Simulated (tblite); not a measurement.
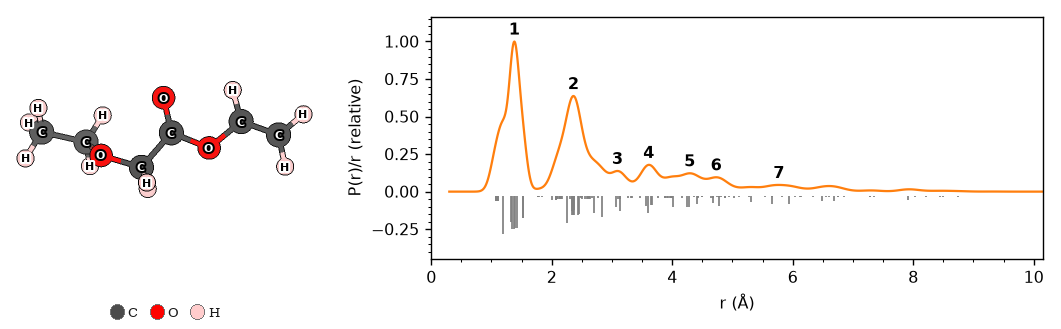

Simulated gas electron diffraction: radial distribution curve of C6H10O3. Each pair of atoms contributes with weight ZᵢZⱼ/r (bars below the curve); damping constant 0.0015 Å²; vibrational amplitudes assumed, not computed: 0.05 Å for bonds, 0.078 Å for bonds to H, 0.06 + 0.015 r up to 0.15 Å for other pairs. The geometry is the end point of an optimisation (GFN2-xTB geometry optimisation, gas phase in tblite); it may be a saddle point or a higher isomer.

### Read the positions of the numbered peaks and name the main pairs (– for bonds).

Peak 1, 1.38 Å: C–C 1.32–1.52 Å (×3), O–C 1.35–1.42 Å (×4), not resolved; in its flanks C–H 1.07–1.10 Å, O–C 1.20 Å
Peak 2, 2.36 Å: C···H 2.13–2.61 Å (×10), O···O 2.25 Å, O···H 2.31–2.61 Å (×6), O···C 2.34–2.45 Å (×5), C···C 2.34–2.37 Å (×2), not resolved; in its flanks O···O 2.83 Å
Peak 3, 3.09 Å: C···C 3.06 Å, O···H 3.10–3.33 Å (×4), O···C 3.13 Å, not resolved
Peak 4, 3.61 Å: C···C 3.56–3.67 Å (×3), O···O 3.59 Å, not resolved
Peak 5, 4.29 Å: C···H 4.00–4.50 Å (×5), O···C 4.01–4.28 Å (×3), C···C 4.41 Å, not resolved; in its flanks C···H 3.89–3.98 Å
Peak 6, 4.73 Å: O···H 4.64–5.03 Å (×5), C···C 4.68 Å, C···H 4.74–4.95 Å (×5), O···C 4.78 Å, not resolved
Peak 7, 5.77 Å: C···H 5.54–6.04 Å (×3), O···C 5.66–5.93 Å (×2), O···H 5.82–6.13 Å (×3), not resolved
